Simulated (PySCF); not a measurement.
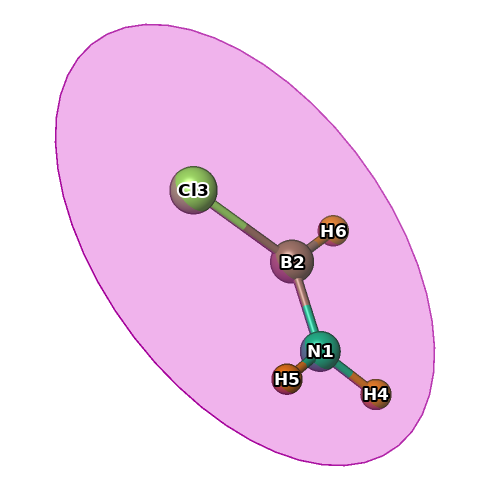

A disc through the centre of mass is drawn in. Depth is shown by fading: the farther an atom, the more it takes the colour of the background. Computed geometry: PBE0-D3(BJ)/def2-SVP optimisation. No frequency run is at hand to confirm it as a minimum.

**Is the plane of the disc a mirror plane of the structure?**

Yes. The reflection leaves N1, B2, Cl3, H4, H5, H6 in place. The point group is Cs.
